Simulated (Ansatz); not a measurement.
Input

```
crystal:
  periodic: [false, false, false]
  atoms:
    - {symbol: Si, position_ang: [-1.008736, -0.000770, 0.830675]}
    - {symbol: S, position_ang: [2.368619, 1.092792, -0.932758]}
    - {symbol: H, position_ang: [-0.834685, 1.467573, 0.678593]}
    - {symbol: H, position_ang: [0.216505, -0.566069, 1.455152]}
    - {symbol: H, position_ang: [-2.159311, -0.244264, 1.741053]}
    - {symbol: H, position_ang: [2.581537, 0.344081, 0.159978]}
    - {symbol: As, position_ang: [-1.529611, -0.934069, -1.275567]}
    - {symbol: H, position_ang: [1.850791, 2.096544, -0.208796]}
    - {symbol: H, position_ang: [-1.410250, -2.352040, -0.732429]}
    - {symbol: H, position_ang: [-0.074859, -0.903777, -1.715900]}
basis:
  gaussian: {orbitals: def2-TZVPP}
hamiltonian: {xc: pbe0, dispersion: d4}
output: {orbitals: {seedname: orbitals}}
```

Launched as:

```sh
ansatz run in.yaml --threads 4 --pin off --events-out ev --progress --plain --max-ram 9574MiB
```

The product side of a reaction path; geometry: PBE0-D4/def2-TZVP.

Computed with Ansatz 0.2.0, RKS PBE0-D4/def2-TZVPP.

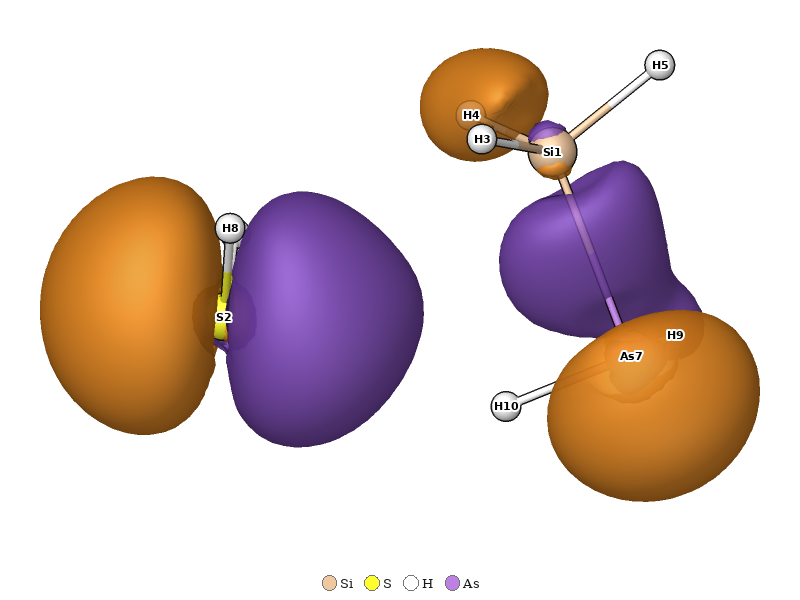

AsH5Si···H2S. The HOMO−1 at ±0.08 Å⁻³ᐟ² (orange and purple are the two phases), seen at a tilt.

Question: What is the character of this orbital?

Answer: It lies mainly on S2 (about 70 %) and As7 (about 15 %); largely a lone pair of S2. Its energy is −7.68 eV.
